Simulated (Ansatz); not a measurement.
Method: PBE (plane waves to 420 eV, PAW; Ansatz, a first-principles code).

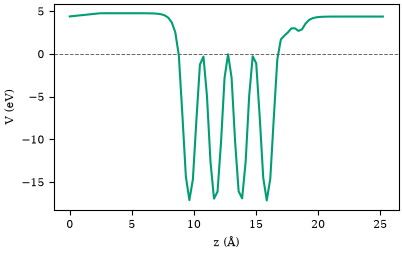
Figure. Plane-averaged electrostatic potential energy along the normal, in eV from the Fermi level, for Sn on the 1x1 (111) surface of fcc Cu, one in a 3x3 cell, started at the site 'hollow Cu-Cu-Cu over Cu at depth 4.1 Å'

Slab: 37 atoms, 6.2 Å thick at the start under the adsorbate (thin: gaps and levels are the slab's own); k 4x4x1, smearing 0.1 eV, dipole-corrected; 18 atoms held, the rest relaxed; held to the start's symmetry, so lower structures may exist; spin-polarised, no spin-orbit, no U, no dispersion correction. The starting moment vanished. At the end it is bonded to 3 Cu. In PBE it is, or lies within 0.03 eV of, the lowest of the starts that converged.

The vacuum level lies 4.37 eV above the Fermi level over the top face and 4.76 eV above it under the bottom face.
